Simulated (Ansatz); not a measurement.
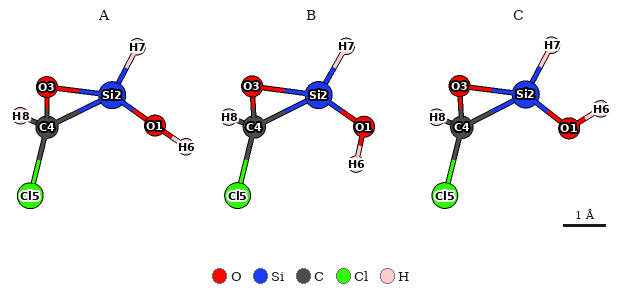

3 geometries from a converged minimum-energy path of CH3ClO2Si, shuffled. A ball-and-stick model, seen at a tilt.

Theory: RKS PBE0-D4/def2-SVP (Ansatz 0.2.0). Settings: 9 movable images; climbing image; force threshold 0.03 eV/Å; iteration limit 59; starting path through a guess of the saddle point.

### Which of them lies highest in energy?

A. In order along the path, whose images run from 0 to 10: B (image 1, +1.3 kJ/mol), A (image 6, +19.9 kJ/mol), C (image 10, +16.5 kJ/mol). The motion is a rotation about the O1–Si2 bond by about 195°. No bond forms or breaks between the ends. Bond angles that change up to the highest image, for instance: Si2–O1–H6 115.2° → 120.4°, O1–Si2–O3 119.7° → 115.4°.

Cost: 3.9 min on 2 threads of Intel(R) Xeon(R) Platinum 8259CL CPU @ 2.50GHz (Skylake/Cascade Lake), with other jobs on the host, peak memory 0.22 GiB.
